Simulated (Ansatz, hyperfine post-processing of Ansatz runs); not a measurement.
# 7Li NMR of paramagnetic LiFeAsHO5, part 2 of 2

How far does Fe shift the 7Li, 1H and 17O resonances of LiFeAsHO5 at 320 K?

DFT, PBE+U, plane-wave PAW, default files, collinear spin, scalar-relativistic.

So far: Set-up; The ferromagnetic state.

### 3. Reversing single moments

Above the ordering point the moments are not free: their couplings set the Weiss constant, which scales every shift. Reversing one ion measures these couplings, and shows at once how much of each shift that ion sends.

Contents of input.yaml:

```yaml
crystal:
  lattice:
    - [5.2652, 0.0, 0.0]
    - [-0.7784016639, 5.4285765777, 0.0]
    - [-1.9531064585, -2.9163138302, 6.5069113292]
  atoms:
    - { symbol: As, position: [0.0490785937, 0.8635241018, 0.2316076786] }
    - { symbol: As, position: [0.9509214063, 0.1364758982, 0.7683923214] }
    - { symbol: Fe, position: [0.0, 0.5, 0.5], spin: -4.0 }
    - { symbol: Fe, position: [0.5, 0.0, 0.0], spin: 3.9 }
    - { symbol: O, position: [0.1689684953, 0.184790606, 0.4156945299] }
    - { symbol: O, position: [0.8310315047, 0.815209394, 0.5843054701] }
    - { symbol: O, position: [0.6168339449, 0.3154775809, 0.2807165393] }
    - { symbol: O, position: [0.3831660551, 0.6845224191, 0.7192834607] }
    - { symbol: O, position: [0.1870311212, 0.819924011, 0.0424609265] }
    - { symbol: O, position: [0.8129688788, 0.180075989, 0.9575390735] }
    - { symbol: O, position: [0.1662809571, 0.647172503, 0.3309402389] }
    - { symbol: O, position: [0.8337190429, 0.352827497, 0.6690597611] }
    - { symbol: O, position: [0.7025221616, 0.7613981698, 0.115220925] }
    - { symbol: O, position: [0.2974778384, 0.2386018302, 0.884779075] }
    - { symbol: Li, position: [0.4327069004, 0.5546111338, 0.1827858829] }
    - { symbol: Li, position: [0.5672930996, 0.4453888662, 0.8172141171] }
    - { symbol: H, position: [0.5011863272, 0.2738384272, 0.3567674622] }
    - { symbol: H, position: [0.4988136728, 0.7261615728, 0.6432325378] }
magnetization:
  spin_polarized: true
kpoints:
  mp_grid: { grid: [5, 5, 4] }
scf:
  lower_state_search: "off"
  occupations: { method: fermi_dirac, width: 0.02 }
hamiltonian:
  xc: pbe
  hubbard: [{ species: Fe, l: d, u_eff: 4 }]
output:
  efg:
    contact_densities: true
    quadrupole_moments_barn: { As: 0.311, O: -0.02558, Li: -0.0401, H: 0.00285783 }
  forces: false
```

On the command line:

```console
$ ansatz run input.yaml --threads 4 --pin off --max-ram 16384MiB --backend cpu --events-out ev --progress --plain --runs-dir out
```

The log of the run:

```text
[a pick of lines, long numbers rounded; other set-up, energy and force rows are left out]
[...]
atom   1  As V_zz =    -1.437316   η = 0.8625   by run symmetry: allowed   C_q = -10.8085 MHz
[...]
atom   2  As V_zz =    -1.437316   η = 0.8625   by run symmetry: allowed   C_q = -10.8085 MHz
[...]
atom   3  Fe V_zz =    -2.428906   η = 0.7638   by run symmetry: allowed
[...]
atom   4  Fe V_zz =    -3.433897   η = 0.8185   by run symmetry: allowed
[...]
atom   5  O  V_zz =   +13.182997   η = 0.2804   by run symmetry: allowed   C_q = -8.1540 MHz
[...]
atom   6  O  V_zz =   +13.182997   η = 0.2804   by run symmetry: allowed   C_q = -8.1540 MHz
[...]
atom   7  O  V_zz =    +8.971630   η = 0.9177   by run symmetry: allowed   C_q = -5.5491 MHz
[...]
atom   8  O  V_zz =    +8.971630   η = 0.9177   by run symmetry: allowed   C_q = -5.5491 MHz
[...]
atom   9  O  V_zz =   +12.873001   η = 0.1373   by run symmetry: allowed   C_q = -7.9622 MHz
[...]
atom  10  O  V_zz =   +12.873001   η = 0.1373   by run symmetry: allowed   C_q = -7.9622 MHz
[...]
atom  11  O  V_zz =   +12.641669   η = 0.4816   by run symmetry: allowed   C_q = -7.8191 MHz
[...]
atom  12  O  V_zz =   +12.641669   η = 0.4816   by run symmetry: allowed   C_q = -7.8191 MHz
[...]
atom  13  O  V_zz =   +12.531079   η = 0.3210   by run symmetry: allowed   C_q = -7.7507 MHz
[...]
atom  14  O  V_zz =   +12.531079   η = 0.3210   by run symmetry: allowed   C_q = -7.7507 MHz
[...]
atom  15  Li V_zz =    +0.110046   η = 0.5106   by run symmetry: allowed   C_q = -0.1067 MHz
[...]
atom  16  Li V_zz =    +0.110046   η = 0.5106   by run symmetry: allowed   C_q = -0.1067 MHz
[...]
atom  17  H  V_zz =    +3.517085   η = 0.0687   by run symmetry: allowed   C_q = +0.2430 MHz
[...]
atom  18  H  V_zz =    +3.517085   η = 0.0687   by run symmetry: allowed   C_q = +0.2430 MHz
[...]
Occupation matrices written to <dir>
```

Elapsed: 44 s, on 4 threads of Intel Xeon Platinum 8375C at 2.90GHz (Ice Lake), shared host; peak memory 1.8 GiB; 2.6 min of CPU time.

The parallel state has -24785.8542 eV at zero smearing. Each flip reverses one ion with all its periodic images. It gives an energy and, by half the change of the contact field, the share of that set of ions in each shift at 320 K (ppm; atoms of one site can get unlike shares):

```csv
atom reversed,energy (eV),change (meV),Li,H,O(1),O(2),O(3),O(4),O(5)
Fe3,-24785.9656,-111.4,413,145,28000,21500,1720,25900,600
Fe4,-24785.9656,-111.4,412,195,2120,22300,32000,2350,24000
```

In mean-field theory Θ = ΔE (S + 1) / (6 S k_B), as a plain mean over the flips, not weighted by how often each ion occurs: Θ = -302 K. Couplings between an ion and its own images are missing, but in this cell they lie beyond the nearest magnetic neighbours. Θ = 0 is used for the shifts.

### 4. Cost against result

Spin transfer to the ligands hangs on how far the functional delocalises the open shell, so other levels show how much the fields depend on it.

Contact fields (T) with all moments parallel; times on 4 threads of Intel Xeon Platinum 8375C at 2.90GHz (Ice Lake), shared host. Each level takes the cutoff that its files ask for.

```csv
level,moment (μB),time,Li,H,O(1),O(2),O(3),O(4)
PBE +U Fe 4 eV,10.00,51 s,0.168,0.0694,6.14,8.94,6.89,5.77
r2SCAN +U Fe 2 eV,10.00,71 s,0.132,0.0292,6.81,10.3,7.78,6.53
r2SCAN,10.00,78 s,0.152,0.0316,7.32,10.8,8.41,7.01
```

### 5. From fields to shifts

The shift is δ = B · g μB (S + 1) / (3 k_B (T − Θ)) with g = 2; at 320 K and Θ = 0 K one tesla gives 4898 ppm. The anisotropy is a sum over point dipoles on the Fe ions, scaled alike; on atoms bound to Fe, spin in their own p shell adds an anisotropy that this leaves out.

```csv
site,nucleus,δ_iso (ppm),with the calculated Θ,reduced anisotropy (ppm),asymmetry
Li,7Li,825,424,1400,0.31
H,1H,340,175,-3070,0.20
O(1),17O,30100,15500,4960,0.03
O(2),17O,43800,22500,7260,0.46
O(3),17O,33700,17400,5610,0.11
O(4),17O,28200,14500,5380,0.01
O(5),17O,24600,12700,5250,0.16
As,75As,48400,24900,-923,0.83
```

The reduced anisotropy is δ_zz − δ_iso, with zz the principal value farthest from δ_iso. The Weiss constant adds its own doubt: exchange couplings from semilocal functionals with a U can miss even their sign, and a Θ lower by 100 K would lower every shift by 24 %.

7Li MAS at 7.05 T (116.7 MHz), 60 kHz, 320 K; contact and dipolar shift alone, no orbital or quadrupolar part; lines under 1.5 % of the strongest are left out. NMR lines, with heights relative to the strongest:

```csv
position (ppm),label,intensity
-718.1,Li -3,2.6
-203.8,Li -2,16
310.5,Li -1,95
824.8,Li centre,100
1339.1,Li +1,43
1853.4,Li +2,32
2367.7,Li +3,7.1
2882.0,Li +4,1.7
```

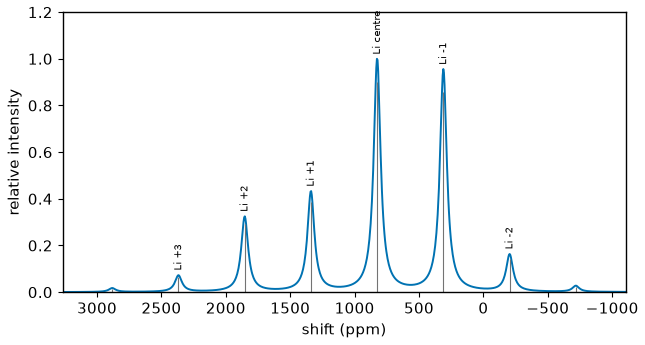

The NMR spectrum, broadened with Lorentzians of width 64 ppm; bars mark the lines.

1H MAS at 7.05 T (300.2 MHz), 60 kHz, 320 K; contact and dipolar shift alone, no orbital or quadrupolar part; lines under 1.5 % of the strongest are left out. Lines of the NMR spectrum (strongest = 100):

```csv
position (ppm),label,intensity
-3058.2,H -17,1.9
-2858.3,H -16,4.4
-2658.4,H -15,9.1
-2458.5,H -14,16
-2258.6,H -13,24
-2058.7,H -12,30
-1858.8,H -11,29
-1659.0,H -10,22
-1459.1,H -9,21
-1259.2,H -8,25
-1059.3,H -7,33
-859.4,H -6,26
-659.5,H -5,26
-459.6,H -4,33
-259.8,H -3,32
-59.9,H -2,29
140.0,H -1,39
339.9,H centre,38
539.8,H +1,39
739.7,H +2,40
939.6,H +3,41
1139.4,H +4,64
1339.3,H +5,83
1539.2,H +6,100
1739.1,H +7,88
1939.0,H +8,53
2138.9,H +9,25
2338.8,H +10,9.2
2538.6,H +11,3.1
```

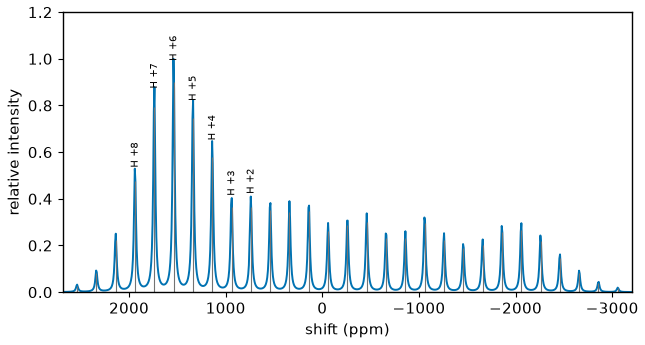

The NMR spectrum, broadened with Lorentzians of width 25 ppm; bars mark the lines.

### 6. Summary of results

```json
{
 "spin of Fe": "2.50",
 "Weiss constant, mean field (rough, not used)": "-302 K",
 "7Li contact shift at 320 K, Θ = 0 K": "825 ppm",
 "1H contact shift at 320 K, Θ = 0 K": "340 ppm",
 "17O contact shift at 320 K, Θ = 0 K": "30100, 43800, 33700, 28200, 24600 ppm",
 "75As contact shift at 320 K, Θ = 0 K": "48400 ppm"
}
```

In words: At 320 K the Fe moments shift 7Li on Li by 825 ppm, 1H on H by 340 ppm, 17O on O(1) by 30100 ppm, 17O on O(2) by 43800 ppm, 17O on O(3) by 33700 ppm and 17O on O(4) by 28200 ppm, scaled with a pure Curie law. No measured Weiss constant is at hand, and the one from single flips is too rough to scale with, so the shifts are given for a pure Curie law; the couplings found are strong, so their size is uncertain by a factor of two or more. The calculated Θ of -302 K would multiply them by 0.51. Over the levels shown that keep the moment, the field at Li runs from 0.132 T (r2SCAN +U Fe 2 eV) to 0.168 T (PBE +U Fe 4 eV). 1 further run of this session (trial settings, or flips that did not finish) is not shown. All this holds only well above the ordering temperature and the strongest exchange, neither of which is computed. The orbital (chemical) shift and the pseudocontact shift from g anisotropy are not included. Couplings this strong may order the moments above this temperature, where no paramagnetic shift is seen. For anions bound to the magnetic ion the point-dipole anisotropy lacks the spin in their own p orbitals, and their lines are broad and relax fast. The dipole sum is for a spherical crystallite; bulk susceptibility, which broadens real lines, and quadrupolar couplings are left out.

[Logs are printed without paths, hosts, clocks, repeated set-up lines and the standing remarks that a program may print on its own settings, such as how far it seeks lower states.]

[Hosts, paths, dates, database ids (printed as entryN), source tags and the programs' standing remarks are cut or masked in the printed files.]
